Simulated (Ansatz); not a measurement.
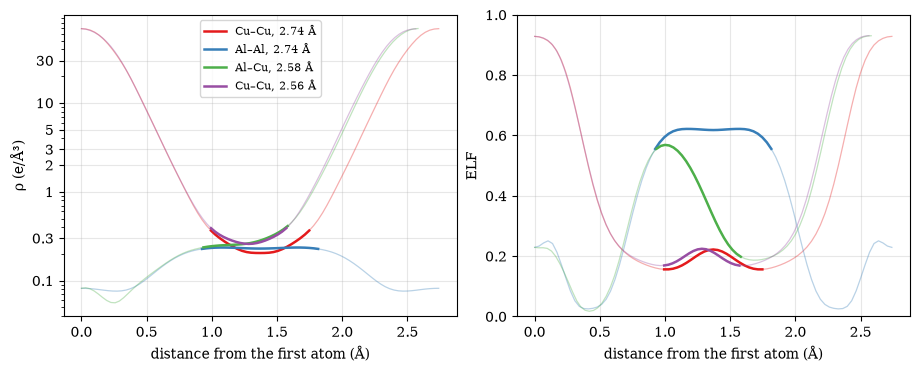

Figure 1: Al2Cu3. Valence charge density (pseudo) and ELF along straight lines between neighbouring atoms. Thin, pale parts lie inside the atomic spheres.

Space group P6₃/mmc; a structure generated by program, which may or may not match a known phase; computed without spin polarisation.

Theory: DFT PBE, scalar-relativistic, plane waves, PAW in Ansatz 0.2.0.

The density is the valence pseudo-density of a PAW calculation; it isn't the true density close to the nuclei.

**What can be read from the curves?**

Cu–Cu (2.74 Å): ρ at the midpoint is about 0.2 e/Å³; the ELF is about 0.20 at the midpoint (no localised pair shows between them).
Al–Al (2.74 Å): ρ is about 0.23 e/Å³ halfway; the ELF peaks at about 0.60 between the atoms.
Al–Cu (2.58 Å): ρ is about 0.26 e/Å³ halfway; the ELF is about 0.40 at the midpoint.
Cu–Cu (2.56 Å): ρ at the midpoint is about 0.26 e/Å³; the ELF is about 0.20 at the midpoint (no shared electron pair shows on this line).
